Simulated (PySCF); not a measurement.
# C4H2F3O2−: NMR shifts and electronic excitations in gas and solvents

Aim: compute the NMR shifts and electronic excitations of C4H2F3O2− (`O=C([O-])/C(F)=C/C(F)F`), and see what a dielectric continuum does where one was used.

Computed with PySCF 2.14.0, with density-fitted response routines of our own, on a single molecule, in the gas phase or a continuum. Atoms are numbered from 0 throughout.

## (1) The starting structure

11 atoms, charge -1, multiplicity 1; geometry from: GFN2-xTB. The atoms were then displaced at random by about 0.01 Å, so the start is not that level's minimum.

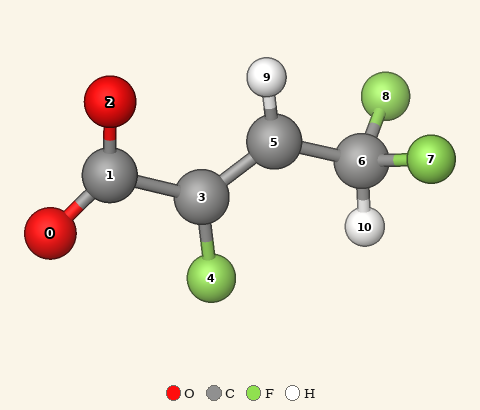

The starting geometry (oxygen red, carbon grey, fluorine green, hydrogen white), atoms numbered.

## (2) Optimising the geometry at PBE0-D3(BJ)/def2-SVP

The job: settings as JSON, then the geometry in Å.

```
{"job": {"xc": "PBE0", "basis": "def2-SVP", "d3": "d3bj", "grid": 1, "shake": 0.01, "kind": "geom"}, "charge": -1, "multiplicity": 1}
O      2.922040     0.433020    -1.230170
C      2.106130     0.680620    -0.326950
O      2.185860     1.348000     0.697510
C      0.714110    -0.000350    -0.485930
F      0.474500    -0.759750    -1.605580
C     -0.303610     0.124780     0.402450
C     -1.626050    -0.519590     0.269850
F     -2.640440     0.405060     0.274470
F     -1.929040    -1.342700     1.341400
H     -0.115300     0.718840     1.289250
H     -1.750070    -1.113760    -0.641970
```

On the command line:

```bash
$ OMP_NUM_THREADS=1 python probes_run.py task.json out
```

The driver reads the jobs from task.json and runs them one after another.

What it wrote:

```text
step   0  E = -602.57836418  max force = 0.023218
step   1  E = -602.57586201  max force = 0.018936
step   2  E = -602.58014041  max force = 0.009064
step   3  E = -602.58032189  max force = 0.007987
step   4  E = -602.58070382  max force = 0.003626
step   5  E = -602.58075888  max force = 0.001536
step   6  E = -602.58077392  max force = 0.000620
step   7  E = -602.58077592  max force = 0.000741
step   8  E = -602.58077934  max force = 0.000449
optimisation converged
```

It took 1.8 min on 1 thread of Arm Neoverse N1, shared host; peak memory 0.53 GiB.

Relaxation path: (the energy doesn't fall at every step)

```
step  energy from step 0 (eV)  largest force component (eV/Å)
   0                   0.0000                          1.1939
   1                   0.0681                          0.9737
   2                  -0.0483                          0.4661
   3                  -0.0533                          0.4107
   4                  -0.0637                          0.1865
   5                  -0.0652                          0.0790
   6                  -0.0656                          0.0319
   7                  -0.0656                          0.0381
   8                  -0.0657                          0.0231
```

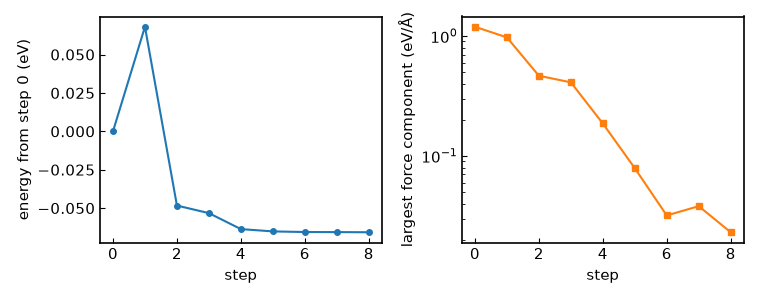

Energy and force, step by step.

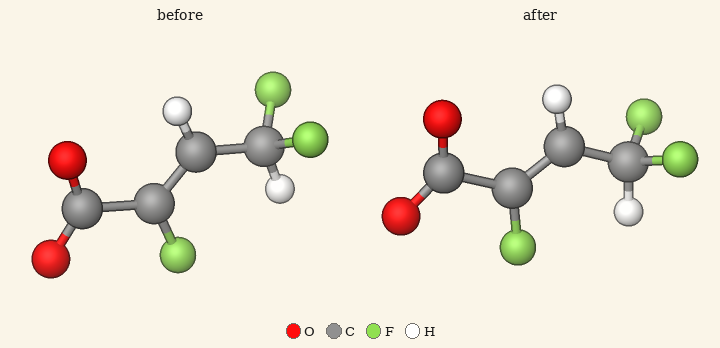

Before and after, at one scale.

Close pairs (by a distance rule), those that changed most:

```
  bond  before (Å)  after (Å)  change (Å)
 C3–F4       1.374      1.341      -0.033
 C1–O2       1.225      1.242      +0.017
 C3–C5       1.357      1.340      -0.016
 C6–F8       1.385      1.370      -0.015
 C5–H9       1.084      1.091      +0.008
 C1–C3       1.558      1.551      -0.007
C6–H10       1.095      1.102      +0.007
 C5–C6       1.477      1.472      -0.005
```

The next job starts from the end point, and lists it.

```
                         at the end point                value
rotational constants (GHz, main isotopes)  3.397, 0.820, 0.748
```

## (3) Nuclear shieldings: PBE0/pcSseg-1 in chloroform

The job: settings as JSON, then the geometry in Å.

```
{"job": {"kind": "nmr", "xc": "PBE0", "basis": "pcSseg-1", "solvent": "chloroform", "pop": true}, "charge": -1, "multiplicity": 1}
O      3.015823     0.785518    -0.465265
C      2.012201     0.876880     0.253458
O      1.813017     1.441818     1.341335
C      0.759513     0.146529    -0.295768
F      0.891795    -0.418391    -1.504878
C     -0.408316     0.033035     0.352446
C     -1.571877    -0.690439    -0.184797
F     -2.674843     0.115943    -0.283330
F     -1.956397    -1.719501     0.634131
H     -0.460351     0.516364     1.329652
H     -1.375031    -1.113320    -1.183706
```

With the program's defaults for keys left out, this is: GIAO PBE0/pcSseg-1 NMR shielding, non-relativistic, IEF-PCM chloroform.

What it wrote:

```text
coarse grid: 11016 points
cycle   1  E = -602.6809885981  dE =  1.406e+00  |g| = 1.291e+00  |ddm| = 3.094e+00
cycle   2  E = -602.2484022370  dE =  4.326e-01  |g| = 2.048e+00  |ddm| = 3.155e+00
cycle   3  E = -602.9662122072  dE = -7.178e-01  |g| = 1.341e-01  |ddm| = 2.156e+00
cycle   4  E = -602.9694866078  dE = -3.274e-03  |g| = 6.805e-02  |ddm| = 1.610e-01
cycle   5  E = -602.9703709710  dE = -8.844e-04  |g| = 2.494e-02  |ddm| = 5.772e-02
cycle   6  E = -602.9704933278  dE = -1.224e-04  |g| = 5.663e-03  |ddm| = 1.963e-02
cycle   7  E = -602.9704985408  dE = -5.213e-06  |g| = 2.733e-03  |ddm| = 5.668e-03
final grid: 112808 points
cycle   8  E = -603.0644968358  dE = -2.895e-05  |g| = 1.250e-02  |ddm| = 2.525e-02
cycle   9  E = -603.0644493053  dE =  4.753e-05  |g| = 2.080e-02  |ddm| = 2.680e-02
cycle  10  E = -603.0645237052  dE = -7.440e-05  |g| = 1.812e-03  |ddm| = 1.694e-02
cycle  11  E = -603.0645242776  dE = -5.724e-07  |g| = 5.174e-04  |ddm| = 1.739e-03
cycle  12  E = -603.0645243209  dE = -4.338e-08  |g| = 1.402e-04  |ddm| = 4.527e-04
cycle  13  E = -603.0645243249  dE = -3.922e-09  |g| = 3.874e-05  |ddm| = 1.224e-04
cycle  14  E = -603.0645243251  dE = -2.435e-10  |g| = 1.322e-05  |ddm| = 3.178e-05
converged SCF energy = -603.0645243251

GIAO shielding tensors (ppm)
atom      isotropic    diamagn.    paramagn.     s11        s22        s33       span
  0 O       15.309     402.645    -387.336   -198.582    -54.689    299.200    497.782
  1 C       22.239     244.029    -221.790    -74.043     61.522     79.239    153.282
  2 O       27.049     408.883    -381.834   -181.364      3.319    259.193    440.558
  3 C        9.818     252.472    -242.654    -93.541     52.828     70.167    163.708
  4 F      285.467     477.180    -191.713    169.670    266.628    420.104    250.434
  5 C       78.933     259.758    -180.825    -14.727     99.222    152.305    167.032
  6 C       66.581     240.778    -174.197     47.731     64.416     87.597     39.867
  7 F      305.239     471.607    -166.369    187.951    341.108    386.656    198.705
  8 F      304.082     471.661    -167.579    186.384    340.345    385.517    199.132
  9 H       25.210      32.036      -6.825     22.196     24.178     29.257      7.061
 10 H       24.641      28.476      -3.835     22.302     24.014     27.607      5.306
```

Run time: 30 s. Hardware: 1 thread of Arm Neoverse N1, shared host; peak memory 1 GiB.

Shifts follow as δ = σ(reference) − σ, with reference shieldings (ppm) from runs at the same level and on the same kind of geometry: ¹H TMS 31.25, ¹³C TMS 185.2, ¹⁹F CFCl3 179.6, ¹⁷O H2O 341.0. The references are single molecules in the same continuum, so shifts against H2O, NH3, PH3, H3PO4 or CFCl3 are not on the usual liquid scales and can be off by tens of ppm. Atoms listed in one row are averaged.

```
 atoms                                  environment  σ (ppm)  δ (ppm)
    C3                   α carbon of a C=C–C=O unit      9.8    175.3
    C1                           carboxylate carbon     22.2    162.9
    C6                 allylic sp3 CH bonded to 2 F     66.6    118.6
    C5                   β carbon of a C=C–C=O unit     78.9    106.2
   H10  hydrogen on an allylic sp3 CH bonded to 2 F    24.64     6.61
    H9     hydrogen on a β carbon of a C=C–C=O unit    25.21     6.04
O0, O2                           carboxylate oxygen     21.2    319.8
    F4                             vinylic fluorine    285.5   -105.8
F7, F8                      fluorine of a CF2 group    304.7   -125.0
```

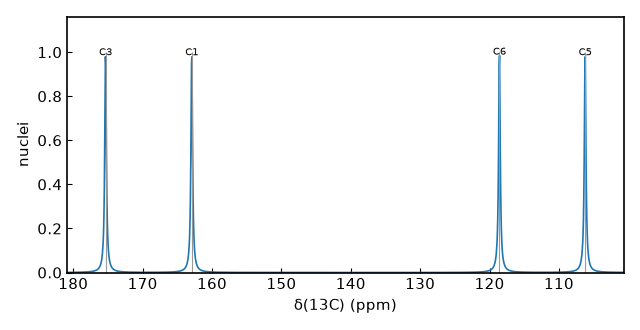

¹³C lines at the computed shifts, without couplings. Lines are broadened to a width of 0.28 ppm (Lorentzian).

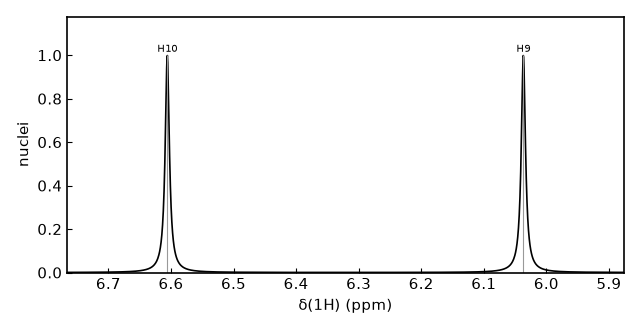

¹H lines at the computed shifts, without couplings. Lines are broadened to a width of 0.01 ppm (Lorentzian).

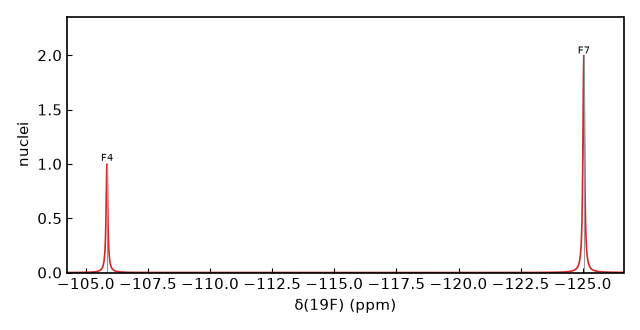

¹⁹F lines at the computed shifts, without couplings. Lines are broadened to a width of 0.08 ppm (Lorentzian).

Charges from the same density, by scheme (e):

```
 atoms  Mulliken    IAO  Hirshfeld  ESP fit
O0, O2     -0.58  -0.65      -0.44    -0.75
    C1      0.45   0.49       0.09     0.73
    C3      0.14   0.23       0.07     0.15
    F4     -0.28  -0.27      -0.09    -0.17
    C5     -0.31  -0.27      -0.13    -0.51
    C6      0.57   0.43       0.13     0.60
F7, F8     -0.33  -0.32      -0.14    -0.29
```

IAO charges:

```
atom  value (e)
  O0      -0.64
  C1       0.49
  O2      -0.66
  C3       0.23
  F4      -0.27
  C5      -0.27
  C6       0.43
  F7      -0.32
  F8      -0.32
  H9       0.18
 H10       0.15
```

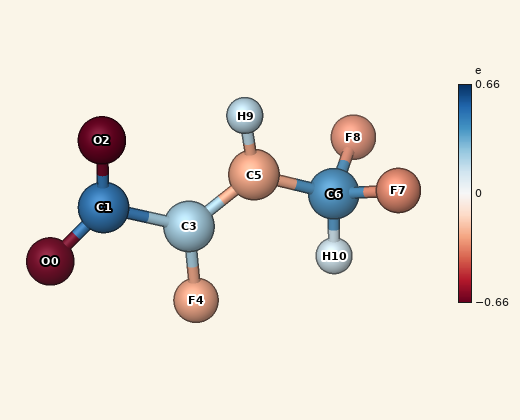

IAO charges, as colours on the atoms.

Mayer bond orders: O0–C1 1.76, C1–O2 1.75, C1–C3 0.84, C3–F4 0.95, C3–C5 1.67, C5–C6 1.04, C6–F7 0.92, C6–F8 0.92.

## (4) NMR shieldings: PBE0/pcSseg-1 in cyclohexane

Settings changed since step 3:

```diff
@@ -1,2 +1,2 @@
-{"job": {"kind": "nmr", "xc": "PBE0", "basis": "pcSseg-1", "solvent": "chloroform", "pop": true}, "charge": -1, "multiplicity": 1}
+{"job": {"kind": "nmr", "xc": "PBE0", "basis": "pcSseg-1", "solvent": "cyclohexane", "pop": false}, "charge": -1, "multiplicity": 1}
 O      3.015823     0.785518    -0.465265
```

Method: GIAO PBE0/pcSseg-1 NMR shielding, non-relativistic, IEF-PCM cyclohexane.

What it wrote:

```text
coarse grid: 11016 points
cycle   1  E = -602.6492029850  dE =  1.438e+00  |g| = 1.297e+00  |ddm| = 3.094e+00
cycle   2  E = -602.1752241903  dE =  4.740e-01  |g| = 2.101e+00  |ddm| = 3.345e+00
cycle   3  E = -602.9381303759  dE = -7.629e-01  |g| = 1.489e-01  |ddm| = 2.341e+00
cycle   4  E = -602.9420023145  dE = -3.872e-03  |g| = 7.989e-02  |ddm| = 1.866e-01
cycle   5  E = -602.9431277616  dE = -1.125e-03  |g| = 3.349e-02  |ddm| = 7.343e-02
cycle   6  E = -602.9433346402  dE = -2.069e-04  |g| = 8.662e-03  |ddm| = 2.936e-02
cycle   7  E = -602.9433465703  dE = -1.193e-05  |g| = 3.539e-03  |ddm| = 8.589e-03
cycle   8  E = -602.9433489000  dE = -2.330e-06  |g| = 7.657e-04  |ddm| = 3.081e-03
final grid: 112808 points
cycle   9  E = -603.0373795227  dE = -3.209e-05  |g| = 1.154e-02  |ddm| = 2.450e-02
cycle  10  E = -603.0373439085  dE =  3.561e-05  |g| = 1.846e-02  |ddm| = 2.388e-02
cycle  11  E = -603.0374031371  dE = -5.923e-05  |g| = 9.171e-04  |ddm| = 1.467e-02
cycle  12  E = -603.0374032388  dE = -1.017e-07  |g| = 5.788e-04  |ddm| = 1.075e-03
cycle  13  E = -603.0374032932  dE = -5.440e-08  |g| = 1.795e-04  |ddm| = 5.578e-04
cycle  14  E = -603.0374032991  dE = -5.904e-09  |g| = 4.377e-05  |ddm| = 1.569e-04
cycle  15  E = -603.0374032994  dE = -2.929e-10  |g| = 1.189e-05  |ddm| = 3.399e-05
converged SCF energy = -603.0374032994

GIAO shielding tensors (ppm)
atom      isotropic    diamagn.    paramagn.     s11        s22        s33       span
  0 O        8.021     402.382    -394.361   -207.781    -66.763    298.607    506.389
  1 C       23.300     243.662    -220.363    -75.010     60.313     84.596    159.606
  2 O       21.954     408.609    -386.655   -188.585     -3.104    257.552    446.137
  3 C        8.816     252.257    -243.441    -95.917     51.968     70.398    166.314
  4 F      283.985     477.275    -193.290    165.911    264.831    421.212    255.301
  5 C       80.716     259.643    -178.927    -11.159    101.274    152.033    163.193
  6 C       66.180     241.248    -175.068     46.781     65.407     86.353     39.572
  7 F      304.223     471.775    -167.552    187.398    340.787    384.483    197.085
  8 F      302.997     471.829    -168.832    185.809    339.974    383.207    197.399
  9 H       25.260      32.067      -6.807     22.130     24.284     29.366      7.236
 10 H       24.790      28.783      -3.993     22.580     24.109     27.681      5.102
```

It took 27 s on 1 thread of Arm Neoverse N1, shared host; peak memory 0.83 GiB.

Key values: δ C3 176.0, C1 161.5, C6 118.6, C5 104.1, H10 6.47, H9 6.00 ppm.

[end of part 1 of 2]
